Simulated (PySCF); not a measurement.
# FCI/STO-6G run of SiHF2 (SMILES F[SiH]F)

Aim: the energy change on altering one bond length of SiHF2 at FCI/STO-6G, from 2 runs. The job is set up through a Python script.

Program for the calculation: PySCF 2.14.0.

15 further runs of the same task are left out: 5 that didn't finish, 10 set aside as unsound or not needed.

## Step 1: The structure to begin with

SiHF2: 4 atoms, total charge 0, spin state doublet. As SMILES, `F[SiH]F`. The shape is that of a GFN2-xTB optimisation.

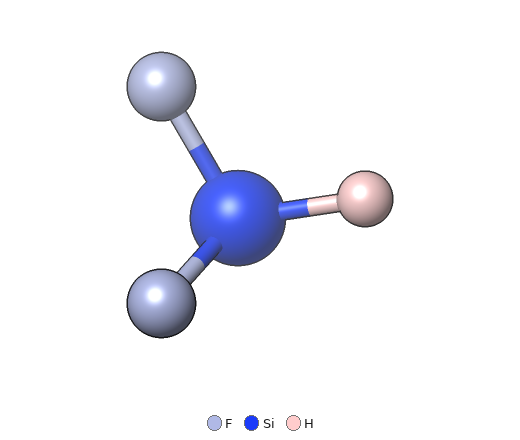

Viewed from a chosen angle; fluorine light blue, silicon blue, hydrogen pink.

## Step 2: A single-point energy at FCI/STO-6G

calc.py reads:

```python
from pyscf import gto, scf, mcscf

mol = gto.M(
    atom='''
F        1.226950       0.652980      -0.410280
Si      -0.028060      -0.342890      -0.301090
F       -1.234200       0.716240      -0.252780
H        0.035310      -1.026330       0.964150
''',
    max_memory=1860,
    basis='sto-6g',
    spin=1,
    verbose=3,
)

mf = scf.ROHF(mol)
mf.conv_tol = 1e-10
mf.kernel()
if not mf.converged:
    mf = mf.newton().run(mf.mo_coeff, mf.mo_occ)

cas = mcscf.CASCI(mf, mf.mo_coeff.shape[-1] - 7, (mol.nelec[0] - 7, mol.nelec[1] - 7))  # full CI above the frozen core
cas.fix_spin_(ss=0.75)
cas.kernel()
etot = cas.e_tot
print('E(%s) = %.9f' % ('FCI', etot))
```

Started as:

```bash
$ OMP_NUM_THREADS=1 python calc.py
```

Standard output:

```text
converged SCF energy = -486.378564249282
CASCI E = -486.459020071009  E(CI) = -84.7309224582192  S^2 = 0.7500000
E(FCI) = -486.459020071
```

Wall time 6.3 s (1 thread of Arm Neoverse V2, shared host); peak memory 0.16 GiB.

## Step 3: The distorted shape

calc.py reads:

```python
from pyscf import gto, scf, mcscf

mol = gto.Mole()
mol.atom = [
    ('F', (2.674284, -0.617946, -0.468251)),
    ('Si', (1.419274, -1.613816, -0.359061)),
    ('F', (-1.234200, 0.716240, -0.252780)),
    ('H', (1.482644, -2.297256, 0.906179)),
]
mol.charge = 0
mol.basis = 'sto-6g'
mol.verbose = 4
mol.max_memory = 1860
mol.spin = 1
mol.build()

hf = scf.ROHF(mol)
hf.conv_tol = 1e-10
hf.kernel()
if not hf.converged:
    hf = hf.newton().run(hf.mo_coeff, hf.mo_occ)

cas = mcscf.CASCI(hf, hf.mo_coeff.shape[-1] - 7, (mol.nelec[0] - 7, mol.nelec[1] - 7))  # full CI above the frozen core
cas.fix_spin_(ss=0.75)
cas.kernel()
e_final = cas.e_tot
print('E = %.10f Eh' % e_final)
```

Started as:

```bash
$ OMP_NUM_THREADS=1 python calc.py
```

Standard output:

```text
PySCF version 2.14.0

[INPUT] num. atoms = 4
[INPUT] num. electrons = 33
[INPUT] charge = 0
[INPUT] spin (= nelec alpha-beta = 2S) = 1
[INPUT] symmetry False subgroup None
[INPUT] Mole.unit = angstrom
[INPUT] Symbol           X                Y                Z      unit          X                Y                Z       unit  Magmom
[INPUT]  1 F      2.674284000000  -0.617946000000  -0.468251000000 AA    5.053664339306  -1.167748699770  -0.884866147554 Bohr   0.0
[INPUT]  2 Si     1.419274000000  -1.613816000000  -0.359061000000 AA    2.682039155716  -3.049670255441  -0.678526952012 Bohr   0.0
[INPUT]  3 F     -1.234200000000   0.716240000000  -0.252780000000 AA   -2.332299982938   1.353497439458  -0.477684969768 Bohr   0.0
[INPUT]  4 H      1.482644000000  -2.297256000000   0.906179000000 AA    2.801791100230  -4.341184678014   1.712430129832 Bohr   0.0

nuclear repulsion = 78.9579248347336
number of shells = 12
number of NR pGTOs = 120
number of NR cGTOs = 20
basis = sto-6g
ecp = {}

[... 20 lines left out ...]
WARN: HOMO 0.197513059779704 >= LUMO 0.197620697920368
[... 7 lines left out ...]
WARN: HOMO 0.0716040168514228 >= LUMO 0.01158218037493
[... 33 lines left out ...]
SCF not converged.
SCF energy = -486.284981653209
[... 1 line left out ...]
******** <class 'pyscf.soscf.newton_ah.SecondOrderROHF'> ********
method = SecondOrderROHF
initial guess = minao
damping factor = 0
level_shift factor = 0
DIIS = <class 'pyscf.scf.diis.CDIIS'>
diis_start_cycle = 1
diis_space = 8
diis_damp = 0
SCF conv_tol = 1e-10
SCF conv_tol_grad = None
SCF max_cycles = 50
direct_scf = True
direct_scf_tol = 1e-13
num. doubly occ = 16  num. singly occ = 1
******** <class 'pyscf.scf.rohf.ROHF'> Newton solver flags ********
SCF tol = 1e-10
conv_tol_grad = None
max. SCF cycles = 50
direct_scf = True
direct_scf_tol = 1e-13
max_cycle_inner = 12
max_stepsize = 0.05
ah_start_tol = 1e+09
ah_level_shift = 0
ah_conv_tol = 1e-12
ah_lindep = 1e-14
ah_start_cycle = 1
ah_max_cycle = 40
ah_grad_trust_region = 2.5
kf_interval = 4
kf_trust_region = 5
canonicalization = True
Set conv_tol_grad to 1e-05
  HOMO = -0.146261301217429  LUMO = 0.236435218679104  gap/eV = 10.41370
Initial guess E= -486.284981653209  |g|= 2.26816e-06
macro= 0  E= -486.284981653218  delta_E= -8.6402e-12  |g|= 2.26816e-06  1 KF 2 JK
Canonicalize SCF orbitals
macro X = 1  E=-486.284981653218  |g|= 2.26816e-06  total 2 KF 4 JK
converged SCF energy = -486.284981653218

******** <class 'pyscf.mcscf.casci.CASCI'> ********
CAS (10e+9e, 13o), ncore = 7, nvir = 0
natorb = False
canonicalization = True
sorting_mo_energy = False
******** <class 'pyscf.fci.addons.SpinPenaltyFCISolver'> ********
max. cycles = 200
conv_tol = 1e-08
davidson only = True
linear dependence = 1e-12
level shift = 0.001
max iter space = 12
nroots = 1
pspace_size = 400
spin = None
Density matrix diagonal elements [1.99736656 1.99998591 1.98122355 1.99995546 1.99999149 1.98886427
 1.96535491 1.97726818 1.94727565 1.00000642 0.07072458 0.04073606
 0.03124696]
CASCI converged
CASCI E = -486.356495602987  E(CI) = -74.7360619434722  S^2 = 0.7500000
E = -486.3564956030 Eh
```

Run time: 6.3 s. Hardware: 1 thread of Arm Neoverse V2, shared host; peak memory 0.16 GiB.

## Step 4: Summary of results

At FCI/STO-6G, 7 core orbitals frozen:

```
                                                          quantity          value
                                         first shape: total energy  -486.45902 Eh
                 first shape: dipole moment (Hartree–Fock density)         2.12 D
          first shape: correlation energy (7 core orbitals frozen)      -80.5 mEh
                                     distorted shape: total energy  -486.35650 Eh
             distorted shape: dipole moment (Hartree–Fock density)         0.63 D
      distorted shape: correlation energy (7 core orbitals frozen)      -71.5 mEh
energy change with the Si2–F3 bond stretched from 1.606 to 3.533 Å       2.790 eV
```

What this shows: With the Si2–F3 bond stretched from 1.606 to 3.533 Å the energy rises by 2.79 eV (64 kcal/mol). The first shape isn't relaxed at this level, so the change isn't measured from a minimum. The minimal basis adds a large error of its own. Mulliken charges (distorted shape) of the mean-field density run from -0.35 on F1 to +0.60 on Si2; they depend strongly on the basis.
